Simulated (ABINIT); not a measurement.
# BiH3 (Pm-3m): zone-centre phonons

Which modes does BiH3 (Pm-3m) have at the zone centre?

Method: DFT PBEsol, scalar-relativistic, plane waves, PseudoDojo norm-conserving pseudopotentials, in ABINIT 10.8.3.

The structure was built from a prototype and need not be the compound's stable phase.

**1. The structure**

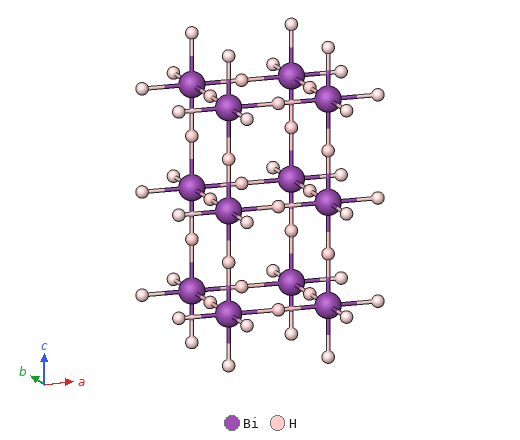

The cell as given, slightly off an axis (bismuth purple, hydrogen pink). 1×1×2 cells are drawn. Some periodic images of atoms are drawn too.

**2. A first look**

A first run with smearing and empty bands tells whether the crystal has a gap, which decides between fixed occupations and smearing later on.

Input file probe.abi:

```
# ground state
tolvrs 1.0d-08
prtden 1
prtwf 1

# basis, mesh and filling
ecut 40.0
ecutsm 3.0
ngkpt 4 4 4
nshiftk 1
shiftk 0.0 0.0 0.0
istwfk *1
occopt 7
tsmear 0.005
nband 15
nstep 100
diemac 9.0
prtebands 0
prtgsr 0
useylm 1

# cell and atoms
acell 8.908546897 8.908546897 8.908546897
rprim 
    1.0 0.0 0.0
    0.0 1.0 0.0
    0.0 0.0 1.0
ntypat 2
znucl 83 1
natom 4
typat 1 2 2 2
xred 
    0.0 0.0 0.0
    0.5 0.0 0.0
    0.0 0.5 0.0
    0.0 0.0 0.5
pp_dirpath "./pseudo"
pseudos "Bi.upf, H.upf"
```

Launch:

```bash
OMP_NUM_THREADS=1 mpirun -n 2 abinit probe.abi > probe.log
```

Numbers of over 12 decimals in the logs are rounded to 6 here.

probe.abo, the main output file:

```text
[banners, grids, parts of the stress and lines that vanish by symmetry left out]
- input  file    -> probe.abi
- output file    -> probe.abo
- root for input  files -> probei
[...]
Symmetries : space group Pm -3 m (#221); Bravais cP (primitive cubic)
[...]
mpw =        8586          nfft =      157464          nkpt =          10
[...]
== DATASET  1 ==================================================================
[...]
cutoff_energies: {ecut:  40.0, pawecutdg:  -1.0, }
[...]
ETOT  1  -83.334731565096    -8.333E+01 5.042E-01 1.946E+02
 ETOT  2  -83.526655728646    -1.919E-01 4.956E-03 3.193E+01
 ETOT  3  -83.532932748261    -6.277E-03 2.640E-04 5.386E+00
 ETOT  4  -83.533198970181    -2.662E-04 2.667E-04 6.098E-01
 ETOT  5  -83.533241148909    -4.218E-05 6.933E-05 2.425E-01
[...]
ETOT 10  -83.533248371577    -7.222E-10 2.260E-05 1.610E-08
 ETOT 11  -83.533248371566     1.114E-11 6.896E-06 3.766E-10
 At SCF step   11       vres2   =  3.77E-10 < tolvrs=  1.00E-08 =>converged.
[...]
sigma(1 1)=  2.08998337E-04  sigma(3 2)=  0.00000000E+00
  sigma(2 2)=  2.08998337E-04  sigma(3 1)=  0.00000000E+00
  sigma(3 3)=  2.08998337E-04  sigma(2 1)=  0.00000000E+00
[...]
convergence: {deltae:  1.114E-11, res2:  3.766E-10, residm:  6.896E-06, diffor: null, }
etotal    :  -8.35332484E+01
[...]
sigma(1 1)=  2.08998337E-04  sigma(3 2)=  0.00000000E+00
  sigma(2 2)=  2.08998337E-04  sigma(3 1)=  0.00000000E+00
  sigma(3 3)=  2.08998337E-04  sigma(2 1)=  0.00000000E+00
[...]
- sigma(1 1)=  6.14894337E+00  sigma(3 2)=  0.00000000E+00
- sigma(2 2)=  6.14894337E+00  sigma(3 1)=  0.00000000E+00
- sigma(3 3)=  6.14894337E+00  sigma(2 1)=  0.00000000E+00
[...]
fcart     -0.0000000000E+00 -0.0000000000E+00 -0.0000000000E+00
           strten      2.0899833715E-04  2.0899833715E-04  2.0899833715E-04
================================================================================

[key lines of the parts left out:]
pressure_GPa:  -6.1489E+00
```

Run time: 31 s. Hardware: 2 MPI ranks of Intel Xeon at 2.70GHz, shared host; 61 s of CPU time.

This step gave:

```yaml
volume_per_atom: 26.19 Å³
pressure: -6.149 GPa
gap_on_the_k_mesh: 0 eV
```

No gap opens on this mesh, so smearing is kept.

**3. Rough relaxation**

The typed start is rough, so a first relaxation with smearing and loose thresholds takes it towards rest cheaply.

Input file prerelax.abi:

```
# relaxation
ionmov 2
optcell 2
dilatmx 1.15
chkdilatmx 0
ntime 40
tolmxf 3.0d-04
tolvrs 1.0d-10
prtwf 0
prtden 0
chksymtnons 0

# basis, mesh and filling
ecut 32.0
ecutsm 3.0
ngkpt 4 4 4
nshiftk 1
shiftk 0.0 0.0 0.0
istwfk *1
occopt 7
tsmear 0.005
nband 15
nstep 100
diemac 1000000.0
prtebands 0
prtgsr 0
useylm 1

# cell and atoms
acell 8.908546897 8.908546897 8.908546897
rprim 
    1.0 0.0 0.0
    0.0 1.0 0.0
    0.0 0.0 1.0
ntypat 2
znucl 83 1
natom 4
typat 1 2 2 2
xred 
    0.0 0.0 0.0
    0.5 0.0 0.0
    0.0 0.5 0.0
    0.0 0.0 0.5
pp_dirpath "./pseudo"
pseudos "Bi.upf, H.upf"
```

Launch:

```bash
OMP_NUM_THREADS=1 mpirun -n 2 abinit prerelax.abi > prerelax.log
```

prerelax.abo, the main output file:

```text
[banners, grids, parts of the stress and lines that vanish by symmetry left out]
- input  file    -> prerelax.abi
- output file    -> prerelax.abo
- root for input  files -> prerelaxi
[...]
Symmetries : space group Pm -3 m (#221); Bravais cP (primitive cubic)
[...]
mpw =        9332          nfft =      157464          nkpt =          10
[...]
== DATASET  1 ==================================================================
[...]
cutoff_energies: {ecut:  32.0, pawecutdg:  -1.0, }
[...]
ETOT  1  -83.383741657835    -8.338E+01 3.811E-01 1.962E+02
 ETOT  2  -83.529196346343    -1.455E-01 2.017E-03 1.803E+01
 ETOT  3  -83.532726659671    -3.530E-03 2.431E-04 4.340E+00
 ETOT  4  -83.532857427368    -1.308E-04 5.314E-04 7.725E-01
 ETOT  5  -83.532926022637    -6.860E-05 3.806E-05 3.788E-01
[...]
At SCF step   12       vres2   =  1.09E-11 < tolvrs=  1.00E-10 =>converged.
[...]
ETOT 10  -83.561843117522     7.304E-12 2.575E-13 3.532E-11
 At SCF step   10       vres2   =  3.53E-11 < tolvrs=  1.00E-10 =>converged.
[...]
sigma(1 1)= -2.47714141E-06  sigma(3 2)=  0.00000000E+00
  sigma(2 2)= -2.47714141E-06  sigma(3 1)=  0.00000000E+00
  sigma(3 3)= -2.47714141E-06  sigma(2 1)=  0.00000000E+00
[...]
convergence: {deltae:  7.304E-12, res2:  3.532E-11, residm:  2.575E-13, diffor: null, }
etotal    :  -8.35618431E+01
[...]
At Broyd/MD step   6, gradients are converged :
[...]
sigma(1 1)= -2.47714141E-06  sigma(3 2)=  0.00000000E+00
  sigma(2 2)= -2.47714141E-06  sigma(3 1)=  0.00000000E+00
  sigma(3 3)= -2.47714141E-06  sigma(2 1)=  0.00000000E+00
[...]
- sigma(1 1)= -7.28800165E-02  sigma(3 2)=  0.00000000E+00
- sigma(2 2)= -7.28800165E-02  sigma(3 1)=  0.00000000E+00
- sigma(3 3)= -7.28800165E-02  sigma(2 1)=  0.00000000E+00
[...]
fcart     -0.0000000000E+00 -0.0000000000E+00 -0.0000000000E+00
           strten     -2.4771414101E-06 -2.4771414101E-06 -2.4771414101E-06
================================================================================

[key lines of the parts left out:]
pressure_GPa:   7.2880E-02
Total energy (etotal) [Ha]= -8.35618431175217E+01
```

Elapsed: 2.9 min, on 2 MPI ranks; 5.8 min of CPU time.

Step by step:

| step | energy less that of the first step (eV) | largest force (eV/Å) | volume (Å³) |
| --- | --- | --- | --- |
| 1 | 0.0000 | 0.0000 | 104.77 |
| 2 | -0.0743 | 0.0000 | 102.81 |
| 3 | -0.5244 | 0.0000 | 62.33 |
| 4 | -0.7447 | 0.0000 | 79.28 |
| 5 | -0.7847 | 0.0000 | 74.78 |
| 6 | -0.7865 | 0.0000 | 73.51 |

| conventional cell, symmetrised | before | after | change |
| --- | --- | --- | --- |
| a (Å) | 4.714 | 4.189 | -11.1 % |
| b (Å) | 4.714 | 4.189 | -11.1 % |
| c (Å) | 4.714 | 4.189 | -11.1 % |
| volume (Å³/atom) | 26.19 | 18.38 | -29.8 % |

The relaxed structure:

```xyz
4
Lattice="4.1890 0.0000 0.0000 0.0000 4.1890 0.0000 0.0000 0.0000 4.1890" Properties=species:S:1:pos:R:3 pbc="T T T"
Bi    0.0000    0.0000    0.0000
H     2.0945    0.0000    0.0000
H     0.0000    2.0945    0.0000
H     0.0000    0.0000    2.0945
```

Read from the output:

```
volume per atom : 18.38 Å³
pressure        : 0.07288 GPa
```

The volume changes by -29.8 % in this run and stands -29.8 % from the first cell.

**4. Rough relaxation**

The cell changed much, so the rough relaxation is repeated on a basis made for the new cell.

prerelax.abi: that of step 3 with these lines changed.

```diff
@@ -29,3 +29,3 @@
 # cell and atoms
-acell 8.908546897 8.908546897 8.908546897
+acell 7.915995519 7.915995519 7.915995519
 rprim
```

prerelax.abo, the main output file:

```text
[banners, grids, parts of the stress and lines that vanish by symmetry left out]
- input  file    -> prerelax.abi
- output file    -> prerelax.abo
- root for input  files -> prerelaxi
[...]
Symmetries : space group Pm -3 m (#221); Bravais cP (primitive cubic)
[...]
mpw =        6619          nfft =      110592          nkpt =          10
[...]
== DATASET  1 ==================================================================
[...]
cutoff_energies: {ecut:  32.0, pawecutdg:  -1.0, }
[...]
ETOT  1  -83.476812041533    -8.348E+01 1.578E-01 7.233E+01
 ETOT  2  -83.561143873751    -8.433E-02 4.947E-04 5.125E+00
 ETOT  3  -83.561832898656    -6.890E-04 4.508E-04 8.913E-01
 ETOT  4  -83.561839172848    -6.274E-06 1.045E-04 1.984E-01
 ETOT  5  -83.561842429205    -3.256E-06 6.087E-05 2.414E-02
[...]
ETOT 10  -83.561843117492     4.434E-12 8.481E-07 5.363E-10
 ETOT 11  -83.561843117503    -1.094E-11 1.172E-06 3.599E-12
 At SCF step   11       vres2   =  3.60E-12 < tolvrs=  1.00E-10 =>converged.
[...]
sigma(1 1)= -2.47709523E-06  sigma(3 2)=  0.00000000E+00
  sigma(2 2)= -2.47709523E-06  sigma(3 1)=  0.00000000E+00
  sigma(3 3)= -2.47709523E-06  sigma(2 1)=  0.00000000E+00
[...]
convergence: {deltae: -1.094E-11, res2:  3.599E-12, residm:  1.172E-06, diffor: null, }
etotal    :  -8.35618431E+01
[...]
At Broyd/MD step   1, gradients are converged :
[...]
sigma(1 1)= -2.47709523E-06  sigma(3 2)=  0.00000000E+00
  sigma(2 2)= -2.47709523E-06  sigma(3 1)=  0.00000000E+00
  sigma(3 3)= -2.47709523E-06  sigma(2 1)=  0.00000000E+00
[...]
- sigma(1 1)= -7.28786578E-02  sigma(3 2)=  0.00000000E+00
- sigma(2 2)= -7.28786578E-02  sigma(3 1)=  0.00000000E+00
- sigma(3 3)= -7.28786578E-02  sigma(2 1)=  0.00000000E+00
[...]
fcart     -0.0000000000E+00 -0.0000000000E+00 -0.0000000000E+00
           strten     -2.4770952294E-06 -2.4770952294E-06 -2.4770952294E-06
================================================================================

[key lines of the parts left out:]
pressure_GPa:   7.2879E-02
Total energy (etotal) [Ha]= -8.35618431175032E+01
```

It took 22 s on 2 MPI ranks; 43 s of CPU time.

Little changed from the start: no atom moved by 0.005 Å and no cell edge by 0.1 %.

The volume changes by +0.0 % in this run and stands -29.8 % from the first cell.

**5. Relaxation**

The harmonic expansion needs vanishing forces, and a free crystal bears no stress, so cell and atoms are brought to rest. Stress is more sensitive to the basis than forces are: the last 3 Ha under the cutoff are smoothed with ecutsm.

relax.abi, as its differences from prerelax.abi of step 4:

```diff
@@ -3,7 +3,6 @@
 optcell 2
-dilatmx 1.15
-chkdilatmx 0
+dilatmx 1.08
 ntime 40
-tolmxf 3.0d-04
-tolvrs 1.0d-10
+tolmxf 1.0d-05
+tolvrs 1.0d-14
 prtwf 0
@@ -13,5 +12,5 @@
 # basis, mesh and filling
-ecut 32.0
+ecut 40.0
 ecutsm 3.0
-ngkpt 4 4 4
+ngkpt 6 6 6
 nshiftk 1
@@ -20,3 +19,3 @@
 occopt 7
-tsmear 0.005
+tsmear 0.01
 nband 15
```

Launch:

```bash
OMP_NUM_THREADS=1 mpirun -n 2 abinit relax.abi > relax.log
```

relax.abo, the main output file:

```text
[banners, grids, parts of the stress and lines that vanish by symmetry left out]
- input  file    -> relax.abi
- output file    -> relax.abo
- root for input  files -> relaxi
[...]
Symmetries : space group Pm -3 m (#221); Bravais cP (primitive cubic)
[...]
mpw =        7583          nfft =      125000          nkpt =          20
[...]
== DATASET  1 ==================================================================
[...]
cutoff_energies: {ecut:  40.0, pawecutdg:  -1.0, }
[...]
ETOT  1  -83.473845296390    -8.347E+01 2.497E-01 6.945E+01
 ETOT  2  -83.576254121644    -1.024E-01 7.859E-03 3.738E+00
 ETOT  3  -83.576972749374    -7.186E-04 5.075E-04 4.203E-01
 ETOT  4  -83.576975088106    -2.339E-06 3.015E-04 1.266E-01
 ETOT  5  -83.576976643126    -1.555E-06 2.584E-04 1.353E-02
[...]
At SCF step   13       vres2   =  2.30E-16 < tolvrs=  1.00E-14 =>converged.
[...]
sigma(1 1)=  1.23733947E-05  sigma(3 2)=  0.00000000E+00
  sigma(2 2)=  1.23733947E-05  sigma(3 1)=  0.00000000E+00
  sigma(3 3)=  1.23733947E-05  sigma(2 1)=  0.00000000E+00
[...]
convergence: {deltae: -4.306E-12, res2:  2.297E-16, residm:  1.992E-05, diffor: null, }
etotal    :  -8.35769769E+01
[...]
ETOT  1  -83.576965793929    -8.358E+01 1.343E-05 2.823E-01
[...]
At SCF step   11       vres2   =  1.52E-15 < tolvrs=  1.00E-14 =>converged.
[...]
sigma(1 1)=  1.10256065E-05  sigma(3 2)=  0.00000000E+00
  sigma(2 2)=  1.10256065E-05  sigma(3 1)=  0.00000000E+00
  sigma(3 3)=  1.10256065E-05  sigma(2 1)=  0.00000000E+00
[...]
convergence: {deltae:  9.507E-12, res2:  1.517E-15, residm:  1.349E-06, diffor: null, }
etotal    :  -8.35769834E+01
[...]
ETOT  1  -83.575852285517    -8.358E+01 6.975E-06 1.858E+01
[...]
At SCF step   12       vres2   =  2.11E-15 < tolvrs=  1.00E-14 =>converged.
[...]
sigma(1 1)= -1.26777444E-07  sigma(3 2)=  0.00000000E+00
  sigma(2 2)= -1.26777444E-07  sigma(3 1)=  0.00000000E+00
  sigma(3 3)= -1.26777444E-07  sigma(2 1)=  0.00000000E+00
[...]
convergence: {deltae: -4.974E-13, res2:  2.109E-15, residm:  3.668E-08, diffor: null, }
etotal    :  -8.35770078E+01
[...]
ETOT  1  -83.577007687791    -8.358E+01 3.042E-08 2.356E-03
[...]
ETOT  9  -83.577007833458    -8.598E-12 2.878E-09 4.660E-14
 ETOT 10  -83.577007833454     3.240E-12 7.380E-09 9.005E-16
 At SCF step   10       vres2   =  9.01E-16 < tolvrs=  1.00E-14 =>converged.
[...]
sigma(1 1)=  1.26302248E-09  sigma(3 2)=  0.00000000E+00
  sigma(2 2)=  1.26302248E-09  sigma(3 1)=  0.00000000E+00
  sigma(3 3)=  1.26302248E-09  sigma(2 1)=  0.00000000E+00
[...]
convergence: {deltae:  3.240E-12, res2:  9.005E-16, residm:  7.380E-09, diffor: null, }
etotal    :  -8.35770078E+01
[...]
At Broyd/MD step   4, gradients are converged :
[...]
sigma(1 1)=  1.26302248E-09  sigma(3 2)=  0.00000000E+00
  sigma(2 2)=  1.26302248E-09  sigma(3 1)=  0.00000000E+00
  sigma(3 3)=  1.26302248E-09  sigma(2 1)=  0.00000000E+00
[...]
- sigma(1 1)=  3.71594044E-05  sigma(3 2)=  0.00000000E+00
- sigma(2 2)=  3.71594044E-05  sigma(3 1)=  0.00000000E+00
- sigma(3 3)=  3.71594043E-05  sigma(2 1)=  0.00000000E+00
[...]
fcart     -0.0000000000E+00 -0.0000000000E+00 -0.0000000000E+00
           strten      1.2630224826E-09  1.2630224826E-09  1.2630224817E-09
================================================================================

[key lines of the parts left out:]
pressure_GPa:  -3.7159E-05
Total energy (etotal) [Ha]= -8.35770078334544E+01
```

Wall time 2.9 min (2 MPI ranks).

Step by step:

| step | energy less that of the first step (eV) | largest force (eV/Å) | volume (Å³) |
| --- | --- | --- | --- |
| 1 | 0.0000 | 0.0000 | 73.51 |
| 2 | -0.0002 | 0.0000 | 73.42 |
| 3 | -0.0008 | 0.0000 | 72.76 |
| 4 | -0.0008 | 0.0000 | 72.77 |

| conventional cell, symmetrised | before | after | change |
| --- | --- | --- | --- |
| a (Å) | 4.189 | 4.175 | -0.3 % |
| b (Å) | 4.189 | 4.175 | -0.3 % |
| c (Å) | 4.189 | 4.175 | -0.3 % |
| volume (Å³/atom) | 18.38 | 18.19 | -1.0 % |

This step gave:

```yaml
volume_per_atom: 18.19 Å³
pressure: -3.72e-5 GPa
```

The volume changes by -1.0 % in this run and stands -30.5 % from the first cell.

**6. Ground state**

First-order wavefunctions inherit every error of the ground state, hence the very tight tolvrs. ecutsm is kept as in the relaxation, so that the cell stays at rest. Smearing stays on, as the first look found no gap above 0.3 eV.

Input file gs.abi:

```
# ground state
tolvrs 1.0d-16
prtden 1
prtwf 1

# basis, mesh and filling
ecut 40.0
ecutsm 3.0
ngkpt 6 6 6
nshiftk 1
shiftk 0.0 0.0 0.0
istwfk *1
occopt 7
tsmear 0.01
nband 15
nstep 100
diemac 1000000.0
prtebands 0
prtgsr 0
useylm 1

# cell and atoms
acell 7.889530716 7.889530716 7.889530716
rprim 
    1.0 0.0 0.0
    0.0 1.0 0.0
    0.0 0.0 1.0
ntypat 2
znucl 83 1
natom 4
typat 1 2 2 2
xred 
    0.0 0.0 0.0
    0.5 0.0 0.0
    0.0 0.5 0.0
    0.0 0.0 0.5
pp_dirpath "./pseudo"
pseudos "Bi.upf, H.upf"
```

Launch:

```bash
OMP_NUM_THREADS=1 mpirun -n 2 abinit gs.abi > gs.log
```

gs.abo, the main output file:

```text
[banners, grids, parts of the stress and lines that vanish by symmetry left out]
- input  file    -> gs.abi
- output file    -> gs.abo
- root for input  files -> gsi
[...]
Symmetries : space group Pm -3 m (#221); Bravais cP (primitive cubic)
[...]
mpw =        6031          nfft =      110592          nkpt =          20
[...]
== DATASET  1 ==================================================================
[...]
cutoff_energies: {ecut:  40.0, pawecutdg:  -1.0, }
[...]
ETOT  1  -83.480524370016    -8.348E+01 2.701E-01 5.875E+01
 ETOT  2  -83.576317974809    -9.579E-02 1.129E-02 3.007E+00
 ETOT  3  -83.577003780733    -6.858E-04 6.833E-04 3.130E-01
 ETOT  4  -83.577006349407    -2.569E-06 2.285E-04 9.547E-02
 ETOT  5  -83.577007625073    -1.276E-06 2.568E-04 9.894E-03
[...]
ETOT 13  -83.577007845944     5.400E-12 6.376E-06 1.202E-16
 ETOT 14  -83.577007845949    -5.045E-12 5.589E-06 1.793E-18
 At SCF step   14       vres2   =  1.79E-18 < tolvrs=  1.00E-16 =>converged.
[...]
sigma(1 1)=  1.22001323E-09  sigma(3 2)=  0.00000000E+00
  sigma(2 2)=  1.22001323E-09  sigma(3 1)=  0.00000000E+00
  sigma(3 3)=  1.22001323E-09  sigma(2 1)=  0.00000000E+00
[...]
convergence: {deltae: -5.045E-12, res2:  1.793E-18, residm:  5.589E-06, diffor: null, }
etotal    :  -8.35770078E+01
[...]
sigma(1 1)=  1.22001323E-09  sigma(3 2)=  0.00000000E+00
  sigma(2 2)=  1.22001323E-09  sigma(3 1)=  0.00000000E+00
  sigma(3 3)=  1.22001323E-09  sigma(2 1)=  0.00000000E+00
[...]
- sigma(1 1)=  3.58940285E-05  sigma(3 2)=  0.00000000E+00
- sigma(2 2)=  3.58940284E-05  sigma(3 1)=  0.00000000E+00
- sigma(3 3)=  3.58940284E-05  sigma(2 1)=  0.00000000E+00
[...]
fcart     -0.0000000000E+00 -0.0000000000E+00 -0.0000000000E+00
           strten      1.2200132302E-09  1.2200132293E-09  1.2200132280E-09
================================================================================

[key lines of the parts left out:]
pressure_GPa:  -3.5894E-05
```

Run time: 54 s. Hardware: 2 MPI ranks; 1.8 min of CPU time.

Numbers from this step:

```yaml
pressure: -3.59e-5 GPa
```

The cell stands at -3.6e-5 GPa, close enough for phonons.

(Part 1 of 4 ends here.)

[Host names and launcher messages were left out of these logs when they were recorded.]

[Logs are printed without paths, hosts, clocks, repeated set-up lines and the standing remarks that a program may print on its own settings, such as how far it seeks lower states.]

[Hosts, paths, dates, database ids (printed as entryN), source tags and the programs' standing remarks are cut or masked in the printed files.]
